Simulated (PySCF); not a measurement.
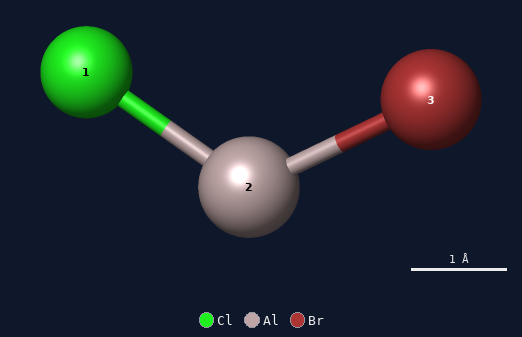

**Figure 1.** The structure as given in the input (ball-and-stick view, seen at a tilt; atoms are numbered from 1 in the order of the input). Sticks mark near contacts. Bond lengths as drawn: Al–Br 2.27 Å and Al–Cl 2.10 Å.

Property calculation, with input and output: AlBrCl (part 1 of 2)

System: AlBrCl, multiplicity 2.
Method: PBE38/6-31G*, UKS, dispersion D3(0), SS(V)PE solvent methanol (PySCF 2.14.0).

The geometry comes from this level: PBE0-D4/def2-TZVP.

Input (calc.py)
```python
from pyscf import gto, dft, solvent
from pyscf import df

molecule = gto.M(
    atom=[
    ('Cl', (0.439900, 1.761100, 0.423900)),
    ('Al', (-0.648100, 0.131300, -0.337700)),
    ('Br', (0.197100, -1.957200, -0.099400)),
],
    spin=1,
    basis='6-31g*',
    verbose=4,
    max_memory=1860,
    charge=0,
)

mf = dft.UKS(molecule, xc='pbe38')
mf = mf.density_fit(auxbasis=df.aug_etb(molecule, beta=2.0))
mf = mf.PCM()
mf.with_solvent.method = 'SS(V)PE'
mf.with_solvent.eps = 32.613
mf.disp = 'd3zero'
mf.max_cycle = 100
mf.kernel()
if not mf.converged:
    mf = mf.newton().run(mf.mo_coeff, mf.mo_occ)

energy = mf.e_tot
print('Final energy', energy)
mf.analyze()
quad = mf.quad_moment()
```

Run as:
```bash
OMP_NUM_THREADS=1 python calc.py
```

Output
```
PySCF version 2.14.0

[INPUT] num. atoms = 3
[INPUT] num. electrons = 65
[INPUT] charge = 0
[INPUT] spin (= nelec alpha-beta = 2S) = 1
[INPUT] symmetry False subgroup None
[INPUT] Mole.unit = angstrom
[INPUT] Symbol           X                Y                Z      unit          X                Y                Z       unit  Magmom
[INPUT]  1 Cl     0.439900000000   1.761100000000   0.423900000000 AA    0.831290522196   3.327996677972   0.801054904203 Bohr   0.0
[INPUT]  2 Al    -0.648100000000   0.131300000000  -0.337700000000 AA   -1.224731501331   0.248121040155  -0.638160512266 Bohr   0.0
[INPUT]  3 Br     0.197100000000  -1.957200000000  -0.099400000000 AA    0.372465019152  -3.698571970999  -0.187838776782 Bohr   0.0

nuclear repulsion = 245.578057730581
number of shells = 28
number of NR pGTOs = 197
number of NR cGTOs = 68
basis = 6-31g*
ecp = {}
ETB for Al: l = 0, exps = 0.1113154 * 2^n , n = 0..17
ETB for Al: l = 1, exps = 0.1113154 * 2^n , n = 0..15
ETB for Al: l = 2, exps = 0.1113154 * 2^n , n = 0..12
ETB for Al: l = 3, exps = 0.26898886594058125 * 2^n , n = 0..6
ETB for Al: l = 4, exps = 0.65 * 2^n , n = 0..0
ETB for Br: l = 0, exps = 0.218142 * 2^n , n = 0..19
ETB for Br: l = 1, exps = 0.218142 * 2^n , n = 0..17
ETB for Br: l = 2, exps = 0.218142 * 2^n , n = 0..14
ETB for Br: l = 3, exps = 0.43644197140055174 * 2^n , n = 0..10
ETB for Br: l = 4, exps = 0.8732 * 2^n , n = 0..7
ETB for Cl: l = 0, exps = 0.285314 * 2^n , n = 0..17
ETB for Cl: l = 1, exps = 0.285314 * 2^n , n = 0..14
ETB for Cl: l = 2, exps = 0.285314 * 2^n , n = 0..11
ETB for Cl: l = 3, exps = 0.6541949250796738 * 2^n , n = 0..5
ETB for Cl: l = 4, exps = 1.5 * 2^n , n = 0..0

******** <class 'pyscf.solvent._attach_solvent.PCMDFUKS'> ********
method = PCMDFUKS
initial guess = minao
damping factor = 0
level_shift factor = 0
DIIS = <class 'pyscf.scf.diis.CDIIS'>
diis_start_cycle = 1
diis_space = 8
diis_damp = 0
SCF conv_tol = 1e-09
SCF conv_tol_grad = None
SCF max_cycles = 100
direct_scf = False
number electrons alpha = 33  beta = 32
XC library pyscf.dft.libxc version 7.0.0
    S. Lehtola, C. Steigemann, M. J.T. Oliveira, and M. A.L. Marques.,  SoftwareX 7, 1–5 (2018)
XC functionals = pbe38
radial grids:
    Treutler-Ahlrichs [JCP 102, 346 (1995); DOI:10.1063/1.469408] (M4) radial grids

becke partition: Becke, JCP 88, 2547 (1988); DOI:10.1063/1.454033
pruning grids: <function nwchem_prune>
grids dens level: 3
symmetrized grids: False
atomic radii adjust function: <function treutler_atomic_radii_adjust>
small_rho_cutoff = 0
******** <class 'pyscf.solvent.pcm.PCM'> (In testing) ********

WARN: PCM is an experimental feature. It is still in testing.
Features and APIs may be changed in the future.

lebedev_order = 29 (302 grids per sphere)
eps = 32.613
frozen = False
Set gradient conv threshold to 3.16228e-05
tot grids = 58488
******** <class 'pyscf.df.df.DF'> ********
auxbasis = {'Al': [[0, [np.float64(14590.3321088), 1]], [0, [np.float64(7295.1660544), 1]], [0, [np.float64(3647.5830272), 1]], [0, [np.float64(1823.7915136), 1]], [0, [np.float64(911.8957568), 1]], [0, [np.float64(455.9478784), 1]], [0, [np.float64(227.9739392), 1]], [0, [np.float64(113.9869696), 1]], [0, [np.float64(56.9934848), 1]], [0, [np.float64(28.4967424), 1]], [0, [np.float64(14.2483712), 1]], [0, [np.float64(7.1241856), 1]], [0, [np.float64(3.5620928), 1]], [0, [np.float64(1.7810464), 1]], [0, [np.float64(0.8905232), 1]], [0, [np.float64(0.4452616), 1]], [0, [np.float64(0.2226308), 1]], [0, [np.float64(0.1113154), 1]], [1, [np.float64(3647.5830272), 1]], [1, [np.float64(1823.7915136), 1]], [1, [np.float64(911.8957568), 1]], [1, [np.float64(455.9478784), 1]], [1, [np.float64(227.9739392), 1]], [1, [np.float64(113.9869696), 1]], [1, [np.float64(56.9934848), 1]], [1, [np.float64(28.4967424), 1]], [1, [np.float64(14.2483712), 1]], [1, [np.float64(7.1241856), 1]], [1, [np.float64(3.5620928), 1]], [1, [np.float64(1.7810464), 1]], [1, [np.float64(0.8905232), 1]], [1, [np.float64(0.4452616), 1]], [1, [np.float64(0.2226308), 1]], [1, [np.float64(0.1113154), 1]], [2, [np.float64(455.9478784), 1]], [2, [np.float64(227.9739392), 1]], [2, [np.float64(113.9869696), 1]], [2, [np.float64(56.9934848), 1]], [2, [np.float64(28.4967424), 1]], [2, [np.float64(14.2483712), 1]], [2, [np.float64(7.1241856), 1]], [2, [np.float64(3.5620928), 1]], [2, [np.float64(1.7810464), 1]], [2, [np.float64(0.8905232), 1]], [2, [np.float64(0.4452616), 1]], [2, [np.float64(0.2226308), 1]], [2, [np.float64(0.1113154), 1]], [3, [np.float64(17.2152874201972), 1]], [3, [np.float64(8.6076437100986), 1]], [3, [np.float64(4.3038218550493), 1]], [3, [np.float64(2.15191092752465), 1]], [3, [np.float64(1.075955463762325), 1]], [3, [np.float64(0.5379777318811625), 1]], [3, [np.float64(0.26898886594058125), 1]], [4, [np.float64(0.65), 1]]], 'Br': [[0, [np.float64(114369.232896), 1]], [0, [np.float64(57184.616448), 1]], [0, [np.float64(28592.308224), 1]], [0, [np.float64(14296.154112), 1]], [0, [np.float64(7148.077056), 1]], [0, [np.float64(3574.038528), 1]], [0, [np.float64(1787.019264), 1]], [0, [np.float64(893.509632), 1]], [0, [np.float64(446.754816), 1]], [0, [np.float64(223.377408), 1]], [0, [np.float64(111.688704), 1]], [0, [np.float64(55.844352), 1]], [0, [np.float64(27.922176), 1]], [0, [np.float64(13.961088), 1]], [0, [np.float64(6.980544), 1]], [0, [np.float64(3.490272), 1]], [0, [np.float64(1.745136), 1]], [0, [np.float64(0.872568), 1]], [0, [np.float64(0.436284), 1]], [0, [np.float64(0.218142), 1]], [1, [np.float64(28592.308224), 1]], [1, [np.float64(14296.154112), 1]], [1, [np.float64(7148.077056), 1]], [1, [np.float64(3574.038528), 1]], [1, [np.float64(1787.019264), 1]], [1, [np.float64(893.509632), 1]], [1, [np.float64(446.754816), 1]], [1, [np.float64(223.377408), 1]], [1, [np.float64(111.688704), 1]], [1, [np.float64(55.844352), 1]], [1, [np.float64(27.922176), 1]], [1, [np.float64(13.961088), 1]], [1, [np.float64(6.980544), 1]], [1, [np.float64(3.490272), 1]], [1, [np.float64(1.745136), 1]], [1, [np.float64(0.872568), 1]], [1, [np.float64(0.436284), 1]], [1, [np.float64(0.218142), 1]], [2, [np.float64(3574.038528), 1]], [2, [np.float64(1787.019264), 1]], [2, [np.float64(893.509632), 1]], [2, [np.float64(446.754816), 1]], [2, [np.float64(223.377408), 1]], [2, [np.float64(111.688704), 1]], [2, [np.float64(55.844352), 1]], [2, [np.float64(27.922176), 1]], [2, [np.float64(13.961088), 1]], [2, [np.float64(6.980544), 1]], [2, [np.float64(3.490272), 1]], [2, [np.float64(1.745136), 1]], [2, [np.float64(0.872568), 1]], [2, [np.float64(0.436284), 1]], [2, [np.float64(0.218142), 1]], [3, [np.float64(446.916578714165), 1]], [3, [np.float64(223.4582893570825), 1]], [3, [np.float64(111.72914467854125), 1]], [3, [np.float64(55.86457233927062), 1]], [3, [np.float64(27.93228616963531), 1]], [3, [np.float64(13.966143084817656), 1]], [3, [np.float64(6.983071542408828), 1]], [3, [np.float64(3.491535771204414), 1]], [3, [np.float64(1.745767885602207), 1]], [3, [np.float64(0.8728839428011035), 1]], [3, [np.float64(0.43644197140055174), 1]], [4, [np.float64(111.7696), 1]], [4, [np.float64(55.8848), 1]], [4, [np.float64(27.9424), 1]], [4, [np.float64(13.9712), 1]], [4, [np.float64(6.9856), 1]], [4, [np.float64(3.4928), 1]], [4, [np.float64(1.7464), 1]], [4, [np.float64(0.8732), 1]]], 'Cl': [[0, [np.float64(37396.676608), 1]], [0, [np.float64(18698.338304), 1]], [0, [np.float64(9349.169152), 1]], [0, [np.float64(4674.584576), 1]], [0, [np.float64(2337.292288), 1]], [0, [np.float64(1168.646144), 1]], [0, [np.float64(584.323072), 1]], [0, [np.float64(292.161536), 1]], [0, [np.float64(146.080768), 1]], [0, [np.float64(73.040384), 1]], [0, [np.float64(36.520192), 1]], [0, [np.float64(18.260096), 1]], [0, [np.float64(9.130048), 1]], [0, [np.float64(4.565024), 1]], [0, [np.float64(2.282512), 1]], [0, [np.float64(1.141256), 1]], [0, [np.float64(0.570628), 1]], [0, [np.float64(0.285314), 1]], [1, [np.float64(4674.584576), 1]], [1, [np.float64(2337.292288), 1]], [1, [np.float64(1168.646144), 1]], [1, [np.float64(584.323072), 1]], [1, [np.float64(292.161536), 1]], [1, [np.float64(146.080768), 1]], [1, [np.float64(73.040384), 1]], [1, [np.float64(36.520192), 1]], [1, [np.float64(18.260096), 1]], [1, [np.float64(9.130048), 1]], [1, [np.float64(4.565024), 1]], [1, [np.float64(2.282512), 1]], [1, [np.float64(1.141256), 1]], [1, [np.float64(0.570628), 1]], [1, [np.float64(0.285314), 1]], [2, [np.float64(584.323072), 1]], [2, [np.float64(292.161536), 1]], [2, [np.float64(146.080768), 1]], [2, [np.float64(73.040384), 1]], [2, [np.float64(36.520192), 1]], [2, [np.float64(18.260096), 1]], [2, [np.float64(9.130048), 1]], [2, [np.float64(4.565024), 1]], [2, [np.float64(2.282512), 1]], [2, [np.float64(1.141256), 1]], [2, [np.float64(0.570628), 1]], [2, [np.float64(0.285314), 1]], [3, [np.float64(20.934237602549562), 1]], [3, [np.float64(10.467118801274781), 1]], [3, [np.float64(5.2335594006373904), 1]], [3, [np.float64(2.6167797003186952), 1]], [3, [np.float64(1.3083898501593476), 1]], [3, [np.float64(0.6541949250796738), 1]], [4, [np.float64(1.5), 1]]]}
PCM E_diel = -0.000523020808465786
Solvent Energy = -0.000523020808465786
Calc dispersion correction with DFTD3.
Parameters: xc=pbe38, version=d3zero, atm=False
init E= -3275.15846722261
  alpha nocc = 33  HOMO = -0.168258590460517  LUMO = -0.0365293431199509
  beta  nocc = 32  HOMO = -0.363656960190977  LUMO = -0.168258590460523

WARN: HOMO -0.168258590460517 >= LUMO -0.168258590460523

PCM E_diel = -0.0198061115321686
Solvent Energy = -0.0198061115321686
cycle= 1 E= -3276.03157612486  delta_E= -0.873  |g|= 0.196  |ddm|= 1.38
  alpha nocc = 33  HOMO = -0.245848967673641  LUMO = -0.0180142629818683
  beta  nocc = 32  HOMO = -0.314108633160743  LUMO = -0.108347315871647
  HOMO = -0.245848967674  LUMO = -0.108347315872  gap/eV = 3.74161
PCM E_diel = -0.00499894977734145
Solvent Energy = -0.00499894977734145
cycle= 2 E= -3276.04830567887  delta_E= -0.0167  |g|= 0.161  |ddm|= 0.671
  alpha nocc = 33  HOMO = -0.244962657172095  LUMO = -0.0105557698379526
  beta  nocc = 32  HOMO = -0.341069970596783  LUMO = -0.0976155727826686
  HOMO = -0.244962657172  LUMO = -0.0976155727827  gap/eV = 4.00952
PCM E_diel = -0.00990658378019863
Solvent Energy = -0.00990658378019863
cycle= 3 E= -3276.06573494966  delta_E= -0.0174  |g|= 0.0191  |ddm|= 0.248
  alpha nocc = 33  HOMO = -0.245722200363901  LUMO = -0.0082436072432035
  beta  nocc = 32  HOMO = -0.3422121684829  LUMO = -0.0926292174717691
  HOMO = -0.245722200364  LUMO = -0.0926292174718  gap/eV = 4.16587
PCM E_diel = -0.0099349638808827
Solvent Energy = -0.0099349638808827
cycle= 4 E= -3276.066005587  delta_E= -0.000271  |g|= 0.00532  |ddm|= 0.0443
  alpha nocc = 33  HOMO = -0.246685049129488  LUMO = -0.00732615500547862
  beta  nocc = 32  HOMO = -0.341636085223685  LUMO = -0.0901691879802113
  HOMO = -0.246685049129  LUMO = -0.0901691879802  gap/eV = 4.25901
PCM E_diel = -0.009910558440724
Solvent Energy = -0.009910558440724
cycle= 5 E= -3276.06607012373  delta_E= -6.45e-05  |g|= 0.00111  |ddm|= 0.0316
  alpha nocc = 33  HOMO = -0.246830786480063  LUMO = -0.00742153285580116
  beta  nocc = 32  HOMO = -0.341524223565405  LUMO = -0.09012713012046
  HOMO = -0.24683078648  LUMO = -0.0901271301205  gap/eV = 4.26412
PCM E_diel = -0.00991894800038821
Solvent Energy = -0.00991894800038821
cycle= 6 E= -3276.06607333308  delta_E= -3.21e-06  |g|= 0.000409  |ddm|= 0.00656
  alpha nocc = 33  HOMO = -0.246863555681609  LUMO = -0.00747409746211591
  beta  nocc = 32  HOMO = -0.341646679316507  LUMO = -0.0901659547496312
  HOMO = -0.246863555682  LUMO = -0.0901659547496  gap/eV = 4.26396
PCM E_diel = -0.00991473075042993
Solvent Energy = -0.00991473075042993
cycle= 7 E= -3276.06607358849  delta_E= -2.55e-07  |g|= 0.000172  |ddm|= 0.0016
  alpha nocc = 33  HOMO = -0.246844727365327  LUMO = -0.00745629418830074
  beta  nocc = 32  HOMO = -0.341594607433679  LUMO = -0.090140379553536
  HOMO = -0.246844727365  LUMO = -0.0901403795535  gap/eV = 4.26414
PCM E_diel = -0.00991576654359617
Solvent Energy = -0.00991576654359617
cycle= 8 E= -3276.06607361376  delta_E= -2.53e-08  |g|= 3.88e-05  |ddm|= 0.000457
  alpha nocc = 33  HOMO = -0.246842496952639  LUMO = -0.0074519511097817
  beta  nocc = 32  HOMO = -0.341602990392169  LUMO = -0.0901364731099346
  HOMO = -0.246842496953  LUMO = -0.0901364731099  gap/eV = 4.26419
PCM E_diel = -0.00991670486568448
Solvent Energy = -0.00991670486568448
cycle= 9 E= -3276.06607361506  delta_E= -1.31e-09  |g|= 1.26e-05  |ddm|= 9.3e-05
  alpha nocc = 33  HOMO = -0.246844720343788  LUMO = -0.00745355447260554
  beta  nocc = 32  HOMO = -0.34160363750686  LUMO = -0.0901392784684134
  HOMO = -0.246844720344  LUMO = -0.0901392784684  gap/eV = 4.26417
PCM E_diel = -0.00991642577898864
Solvent Energy = -0.00991642577898864
cycle= 10 E= -3276.06607361522  delta_E= -1.59e-10  |g|= 2.37e-06  |ddm|= 2.92e-05
  alpha nocc = 33  HOMO = -0.246844162737331  LUMO = -0.00745261087205851
  beta  nocc = 32  HOMO = -0.341603122876084  LUMO = -0.0901384580250495
  HOMO = -0.246844162737  LUMO = -0.090138458025  gap/eV = 4.26418
```
